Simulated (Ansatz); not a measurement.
## BH₂Cl: molecular dynamics (part 3 of 3)

Continued. System: BH₂Cl. Method: RKS CAM-B3LYP-D4/def2-SVP (Ansatz 0.2.0). It belongs to a series of runs on one base structure; here: dynamics from the last frame of an earlier run.

Geometry of the input (Å):
```
B  0.2103  0.0194  0.1825
H  0.4137  0.4087  1.3289
Cl 1.5267  -0.2162  -0.9797
H  -0.8984  -0.2412  -0.0756
```

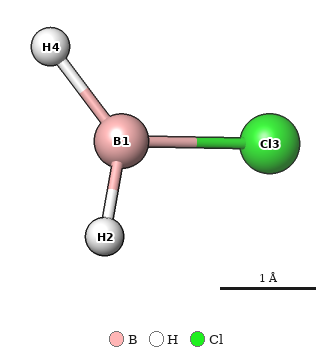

Figure 1. The geometry at step 89 of the log (ball-and-stick view, seen at a tilt; atoms are numbered from 1 in the order of the input).

Trajectory as extended XYZ, continued
```
4
Properties=species:S:1:pos:R:3:forces:R:3 step=29 time_fs=14.5 energy=-13227.15235 temperature=220.6
B     0.2344   -0.0033    0.1480    1.0067   0.8070   1.0775
H     0.6688    0.4482    1.1916   -0.7554  -0.2371  -0.0277
Cl    1.5111   -0.2111   -0.9623    0.6224  -0.3402  -0.9822
H    -0.8628   -0.2151   -0.1811   -0.8737  -0.2296  -0.0676
4
Properties=species:S:1:pos:R:3:forces:R:3 step=32 time_fs=16.0 energy=-13227.19404 temperature=380.5
B     0.2434   -0.0003    0.1493   -0.1087   0.4906   0.6984
H     0.6282    0.4402    1.2013   -0.4920  -0.1132   0.1488
Cl    1.5099   -0.2115   -0.9625    0.7823  -0.3016  -0.9767
H    -0.8756   -0.2268   -0.1963   -0.1816  -0.0757   0.1295
4
Properties=species:S:1:pos:R:3:forces:R:3 step=36 time_fs=18.0 energy=-13227.20496 temperature=423.6
B     0.2548    0.0051    0.1531   -1.4574   0.0283   0.1443
H     0.5588    0.4262    1.2202   -0.1061   0.0659   0.3935
Cl    1.5090   -0.2122   -0.9637    0.9165  -0.2219  -0.8779
H    -0.8963   -0.2444   -0.2116    0.6470   0.1277   0.3401
4
Properties=species:S:1:pos:R:3:forces:R:3 step=39 time_fs=19.5 energy=-13227.20072 temperature=407.7
B     0.2602    0.0093    0.1564   -1.8931  -0.1573   0.0502
H     0.5032    0.4170    1.2434    0.1128   0.1076   0.3371
Cl    1.5089   -0.2129   -0.9653    0.9402  -0.1470  -0.7373
H    -0.8977   -0.2549   -0.2152    0.8401   0.1966   0.3501
4
Properties=species:S:1:pos:R:3:forces:R:3 step=43 time_fs=21.5 energy=-13227.20679 temperature=430.3
B     0.2616    0.0145    0.1610   -1.6387  -0.1410   0.4184
H     0.4334    0.4078    1.2839    0.3179   0.0371  -0.0917
Cl    1.5098   -0.2140   -0.9681    0.8647  -0.0368  -0.4797
H    -0.8731   -0.2626   -0.2089    0.4562   0.1406   0.1530
4
Properties=species:S:1:pos:R:3:forces:R:3 step=46 time_fs=23.0 energy=-13227.19391 temperature=380.3
B     0.2588    0.0181    0.1655   -0.9680  -0.0247   0.7948
H     0.3885    0.4021    1.3131    0.4450  -0.0215  -0.4365
Cl    1.5110   -0.2149   -0.9705    0.7321   0.0481  -0.2475
H    -0.8426   -0.2648   -0.2000   -0.2090  -0.0019  -0.1108
4
Properties=species:S:1:pos:R:3:forces:R:3 step=50 time_fs=25.0 energy=-13227.15072 temperature=214.8
B     0.2524    0.0228    0.1738   -0.0526   0.0426   0.9266
H     0.3440    0.3938    1.3370    0.5803  -0.0115  -0.6011
Cl    1.5134   -0.2160   -0.9739    0.4813   0.1558   0.0867
H    -0.8115   -0.2684   -0.1928   -1.0090  -0.1869  -0.4121
4
Properties=species:S:1:pos:R:3:forces:R:3 step=54 time_fs=27.0 energy=-13227.14994 temperature=211.0
B     0.2455    0.0275    0.1853   -0.0207  -0.2475   0.2463
H     0.3214    0.3855    1.3393    0.6508   0.1100  -0.3287
Cl    1.5163   -0.2169   -0.9773    0.1934   0.2466   0.4100
H    -0.8159   -0.2784   -0.2002   -0.8235  -0.1091  -0.3276
4
Properties=species:S:1:pos:R:3:forces:R:3 step=57 time_fs=28.5 energy=-13227.16102 temperature=253.1
B     0.2402    0.0305    0.1946   -0.4625  -0.6322  -0.6409
H     0.3207    0.3817    1.3323    0.6498   0.2317   0.0492
Cl    1.5186   -0.2174   -0.9795   -0.0249   0.2968   0.6233
H    -0.8400   -0.2886   -0.2140   -0.1623   0.1037  -0.0315
4
Properties=species:S:1:pos:R:3:forces:R:3 step=61 time_fs=30.5 energy=-13227.15054 temperature=213.7
B     0.2316    0.0325    0.2047   -0.8423  -0.9812  -1.5514
H     0.3412    0.3846    1.3255    0.5647   0.3072   0.3610
Cl    1.5216   -0.2179   -0.9819   -0.2986   0.3319   0.8401
H    -0.8754   -0.2981   -0.2322    0.5762   0.3421   0.3503
4
Properties=species:S:1:pos:R:3:forces:R:3 step=64 time_fs=32.0 energy=-13227.15564 temperature=233.5
B     0.2234    0.0318    0.2089   -0.6737  -0.9429  -1.6206
H     0.3709    0.3943    1.3284    0.4203   0.2232   0.2029
Cl    1.5237   -0.2179   -0.9831   -0.4770   0.3311   0.9366
H    -0.8894   -0.2973   -0.2381    0.7305   0.3886   0.4810
4
Properties=species:S:1:pos:R:3:forces:R:3 step=68 time_fs=34.0 energy=-13227.18430 temperature=343.2
B     0.2105    0.0280    0.2097    0.2153  -0.5249  -1.0166
H     0.4236    0.4137    1.3370    0.1207  -0.0252  -0.3464
Cl    1.5260   -0.2177   -0.9838   -0.6730   0.2965   0.9780
H    -0.8853   -0.2837   -0.2303    0.3370   0.2536   0.3850
4
Properties=species:S:1:pos:R:3:forces:R:3 step=71 time_fs=35.5 energy=-13227.18577 temperature=348.9
B     0.2012    0.0238    0.2078    1.2123  -0.0992  -0.4372
H     0.4667    0.4282    1.3362   -0.1238  -0.1991  -0.6664
Cl    1.5273   -0.2173   -0.9836   -0.7903   0.2502   0.9542
H    -0.8731   -0.2669   -0.2147   -0.2983   0.0481   0.1494
4
Properties=species:S:1:pos:R:3:forces:R:3 step=75 time_fs=37.5 energy=-13227.16872 temperature=284.3
B     0.1929    0.0181    0.2039    2.2035   0.2866  -0.0846
H     0.5196    0.4408    1.3130   -0.3456  -0.2828  -0.6530
Cl    1.5282   -0.2166   -0.9825   -0.8976   0.1687   0.8578
H    -0.8689   -0.2436   -0.1898   -0.9603  -0.1725  -0.1202
4
Properties=species:S:1:pos:R:3:forces:R:3 step=79 time_fs=39.5 energy=-13227.18965 temperature=363.9
B     0.1920    0.0133    0.1995    1.8498   0.2168  -0.5445
H     0.5599    0.4432    1.2666   -0.3504  -0.1462  -0.0980
Cl    1.5281   -0.2157   -0.9805   -0.9236   0.0723   0.6859
H    -0.8981   -0.2261   -0.1683   -0.5757  -0.1429  -0.0434
4
Properties=species:S:1:pos:R:3:forces:R:3 step=82 time_fs=41.0 energy=-13227.19350 temperature=378.5
B     0.1957    0.0101    0.1950    0.9414  -0.0062  -1.1242
H     0.5814    0.4411    1.2282   -0.2365   0.0482   0.4893
Cl    1.5274   -0.2150   -0.9784   -0.8808  -0.0039   0.5105
H    -0.9351   -0.2166   -0.1534    0.1760  -0.0381   0.1244
4
Properties=species:S:1:pos:R:3:forces:R:3 step=86 time_fs=43.0 energy=-13227.16472 temperature=268.8
B     0.2034    0.0059    0.1855   -0.0524  -0.1192  -1.3434
H     0.6025    0.4404    1.1945   -0.1399   0.1922   0.9135
Cl    1.5257   -0.2140   -0.9753   -0.7413  -0.1030   0.2270
H    -0.9764   -0.2051   -0.1293    0.9337   0.0299   0.2029
4
Properties=species:S:1:pos:R:3:forces:R:3 step=89 time_fs=44.5 energy=-13227.16571 temperature=272.3
B     0.2092    0.0026    0.1753   -0.2421   0.0858  -0.7832
H     0.6144    0.4441    1.1908   -0.2249   0.0886   0.6897
Cl    1.5238   -0.2133   -0.9727   -0.5789  -0.1698  -0.0105
H    -0.9860   -0.1959   -0.1064    1.0459  -0.0046   0.1039
4
Properties=species:S:1:pos:R:3:forces:R:3 step=93 time_fs=46.5 energy=-13227.18347 temperature=339.8
B     0.2164   -0.0015    0.1597    0.1657   0.5698   0.4972
H     0.6221    0.4510    1.2065   -0.4125  -0.1873   0.0137
Cl    1.5208   -0.2126   -0.9693   -0.3002  -0.2411  -0.3338
H    -0.9657   -0.1842   -0.0733    0.5470  -0.1414  -0.1772
4
Properties=species:S:1:pos:R:3:forces:R:3 step=96 time_fs=48.0 energy=-13227.17129 temperature=293.1
B     0.2221   -0.0034    0.1489    0.6758   0.8750   1.3586
H     0.6180    0.4523    1.2203   -0.4564  -0.3212  -0.3738
Cl    1.5184   -0.2122   -0.9670   -0.0579  -0.2777  -0.5640
H    -0.9359   -0.1788   -0.0524   -0.1616  -0.2760  -0.4207
4
Properties=species:S:1:pos:R:3:forces:R:3 step=100 time_fs=50.0 energy=-13227.14609 temperature=196.9
B     0.2319   -0.0031    0.1388    0.8738   0.9809   1.9176
H     0.5978    0.4434    1.2263   -0.3175  -0.2886  -0.4448
Cl    1.5150   -0.2120   -0.9645    0.2946  -0.3028  -0.8388
H    -0.9036   -0.1811   -0.0391   -0.8509  -0.3895  -0.6340
4
Properties=species:S:1:pos:R:3:forces:R:3 step=104 time_fs=52.0 energy=-13227.16514 temperature=269.2
B     0.2445    0.0006    0.1353   -0.1240   0.6345   1.6408
H     0.5660    0.4241    1.2169   -0.0213  -0.0349   0.0097
Cl    1.5120   -0.2121   -0.9628    0.6465  -0.2995  -1.0501
H    -0.9005   -0.1977   -0.0493   -0.5011  -0.3001  -0.6004
4
Properties=species:S:1:pos:R:3:forces:R:3 step=107 time_fs=53.5 energy=-13227.17277 temperature=298.6
B     0.2538    0.0049    0.1365   -1.2226   0.1941   1.0627
H     0.5409    0.4083    1.2091    0.1981   0.2046   0.5068
Cl    1.5102   -0.2124   -0.9624    0.8610  -0.2754  -1.1323
H    -0.9114   -0.2178   -0.0721    0.1635  -0.1233  -0.4371
4
Properties=species:S:1:pos:R:3:forces:R:3 step=111 time_fs=55.5 energy=-13227.16508 temperature=270.2
B     0.2622    0.0111    0.1414   -2.1188  -0.2555   0.4834
H     0.5143    0.3943    1.2164    0.3112   0.3523   0.7739
Cl    1.5086   -0.2130   -0.9628    1.0220  -0.2127  -1.1025
H    -0.9188   -0.2480   -0.1161    0.7856   0.1159  -0.1548
4
Properties=species:S:1:pos:R:3:forces:R:3 step=114 time_fs=57.0 energy=-13227.18308 temperature=339.2
B     0.2638    0.0153    0.1463   -2.0956  -0.3383   0.5133
H     0.5018    0.3923    1.2403    0.2330   0.2584   0.4306
Cl    1.5081   -0.2137   -0.9639    1.0392  -0.1456  -0.9745
H    -0.9063   -0.2683   -0.1537    0.8234   0.2254   0.0305
4
Properties=species:S:1:pos:R:3:forces:R:3 step=118 time_fs=59.0 energy=-13227.21268 temperature=452.7
B     0.2596    0.0198    0.1546   -1.2838  -0.2138   0.8572
H     0.4923    0.3973    1.2839    0.0412   0.0229  -0.3315
Cl    1.5085   -0.2146   -0.9663    0.9421  -0.0374  -0.6872
H    -0.8641   -0.2879   -0.2025    0.3005   0.2282   0.1615
4
Properties=species:S:1:pos:R:3:forces:R:3 step=121 time_fs=60.5 energy=-13227.20506 temperature=423.6
B     0.2533    0.0227    0.1627   -0.3753  -0.0855   0.9766
H     0.4866    0.4022    1.3102   -0.0751  -0.0984  -0.7156
Cl    1.5094   -0.2154   -0.9686    0.8053   0.0490  -0.4158
H    -0.8239   -0.2970   -0.2355   -0.3548   0.1350   0.1547
4
Properties=species:S:1:pos:R:3:forces:R:3 step=125 time_fs=62.5 energy=-13227.17575 temperature=311.2
B     0.2440    0.0263    0.1765    0.5246  -0.0860   0.5871
H     0.4765    0.4056    1.3217   -0.1220  -0.1003  -0.7000
Cl    1.5114   -0.2164   -0.9720    0.5800   0.1539  -0.0367
H    -0.7840   -0.3050   -0.2743   -0.9826   0.0324   0.1495
4
Properties=species:S:1:pos:R:3:forces:R:3 step=129 time_fs=64.5 energy=-13227.16448 temperature=266.8
B     0.2362    0.0295    0.1921    0.4886  -0.4434  -0.6087
H     0.4622    0.4058    1.3082   -0.0253   0.0804  -0.0948
Cl    1.5140   -0.2172   -0.9755    0.3292   0.2309   0.3133
H    -0.7791   -0.3110   -0.3066   -0.7925   0.1321   0.3903
4
Properties=species:S:1:pos:R:3:forces:R:3 step=132 time_fs=66.0 energy=-13227.14803 temperature=203.5
B     0.2316    0.0309    0.2027    0.1024  -0.7928  -1.6721
H     0.4506    0.4075    1.2944    0.0934   0.2540   0.4781
Cl    1.5162   -0.2176   -0.9779    0.1287   0.2649   0.5372
H    -0.7956   -0.3124   -0.3215   -0.3244   0.2739   0.6568
4
Properties=species:S:1:pos:R:3:forces:R:3 step=136 time_fs=68.0 energy=-13227.13662 temperature=160.3
B     0.2256    0.0303    0.2114   -0.1969  -0.9249  -2.2646
H     0.4385    0.4184    1.2924    0.1656   0.2904   0.6743
Cl    1.5193   -0.2179   -0.9805   -0.1383   0.2761   0.7605
H    -0.8271   -0.3049   -0.3189    0.1696   0.3584   0.8297
4
Properties=species:S:1:pos:R:3:forces:R:3 step=139 time_fs=69.5 energy=-13227.16087 temperature=253.2
B     0.2208    0.0277    0.2128   -0.0604  -0.6565  -1.8227
H     0.4333    0.4335    1.3069    0.1217   0.0996   0.2260
Cl    1.5215   -0.2180   -0.9820   -0.3255   0.2613   0.8633
H    -0.8478   -0.2906   -0.2968    0.2642   0.2955   0.7334
4
Properties=species:S:1:pos:R:3:forces:R:3 step=143 time_fs=71.5 energy=-13227.18884 temperature=360.8
B     0.2143    0.0224    0.2094    0.4729  -0.0696  -0.7375
H     0.4302    0.4560    1.3312    0.0493  -0.2338  -0.5471
Cl    1.5241   -0.2178   -0.9831   -0.5512   0.2192   0.9229
H    -0.8675   -0.2623   -0.2439    0.0290   0.0842   0.3617
4
Properties=species:S:1:pos:R:3:forces:R:3 step=146 time_fs=73.0 energy=-13227.18916 temperature=362.7
B     0.2104    0.0182    0.2048    0.8857   0.2968  -0.1061
H     0.4293    0.4678    1.3377    0.0585  -0.3791  -0.8415
Cl    1.5257   -0.2175   -0.9833   -0.6963   0.1774   0.9187
H    -0.8811   -0.2385   -0.1944   -0.2480  -0.0951   0.0289
4
Properties=species:S:1:pos:R:3:forces:R:3 step=150 time_fs=75.0 energy=-13227.19175 temperature=372.7
B     0.2080    0.0134    0.1984    0.9710   0.4651   0.0939
H     0.4306    0.4712    1.3191    0.1794  -0.3395  -0.6651
Cl    1.5272   -0.2170   -0.9827   -0.8351   0.1152   0.8525
H    -0.9076   -0.2103   -0.1282   -0.3153  -0.2408  -0.2813
```
